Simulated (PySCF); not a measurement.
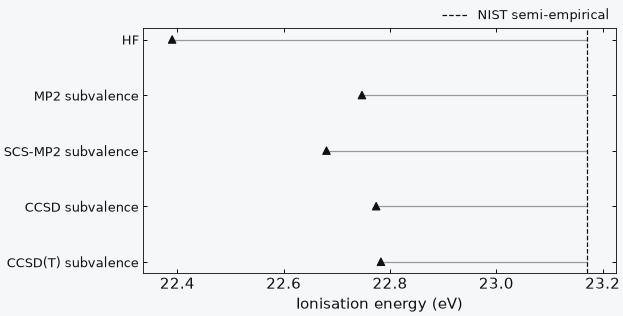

The ionisation energy of Zr²⁺ ([Kr] 4d² → [Kr] 4d) across levels of theory. PySCF, aug-cc-pwCVDZ-PP with a 28-electron core potential, unrestricted single determinants, no spin-orbit coupling. Methods marked “subvalence” freeze no core electrons.

Summarise the spread and list the values.

The values run from 22.390 eV (HF) to 22.783 eV (CCSD(T) subvalence). The NIST semi-empirical value is 23.170 ± 0.004 eV; nearest to it come CCSD(T) subvalence (−0.387) and CCSD subvalence (−0.396), furthest HF (−0.780 eV).

```tsv
Method	Ionisation energy (eV)
HF	22.390
MP2 subvalence	22.747
SCS-MP2 subvalence	22.681
CCSD subvalence	22.774
CCSD(T) subvalence	22.783
```

Note: spin-orbit shift not estimated.
